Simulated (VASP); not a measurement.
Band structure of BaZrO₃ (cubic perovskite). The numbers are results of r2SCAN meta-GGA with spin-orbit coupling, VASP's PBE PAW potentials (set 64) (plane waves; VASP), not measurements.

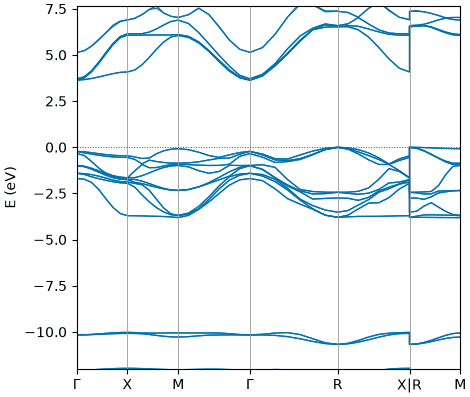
Fig. 1. Bands along high-symmetry lines, zero at the valence-band maximum or, without a gap, the Fermi level

Question: Read the plot: is there a gap, and where are the band edges?

Answer: The gap is indirect, 3.63 eV, from the valence maximum at R to the conduction minimum at Γ.

The compound is BaZrO3 in the cubic perovskite structure. It was relaxed first.
